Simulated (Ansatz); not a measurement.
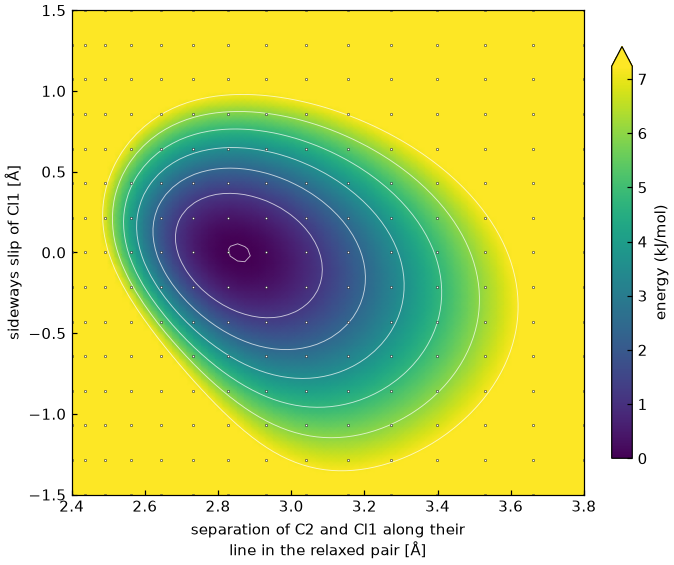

The pair Cl···CO, charge −1. Coordinates scanned: (1) separation of C2 and Cl1 along their line in the relaxed pair; (2) sideways slip of Cl1. Nothing is relaxed (both partners rigid). The scan uses a 15 × 15 grid. Points are written as (first, second). Energies are in kJ/mol, from the lowest grid point. All numbers below come from RKS PBE0-D4/def2-SVPD in Ansatz.

In the figure: a smooth colour map with a few white contour lines, dots at the grid points, one colour for all values above the top of the scale. Between grid points the surface is interpolated.

> Estimate the position of the minimum and the force constants in these coordinates.

The interpolated minimum is at the first coordinate ≈ 2.858 Å, sideways slip of Cl1 ≈ −0.002 Å. The curvatures there are about 0.72 eV/Å² and 0.2 eV/Å², with a cross term of about 0.098 eV/Å². Round the minimum the valley is somewhat tilted: raising the first coordinate shifts the best value of sideways slip of Cl1 downwards (coupling k₁₂/√(k₁₁k₂₂) about 0.3). (1 eV is 96.5 kJ/mol.)
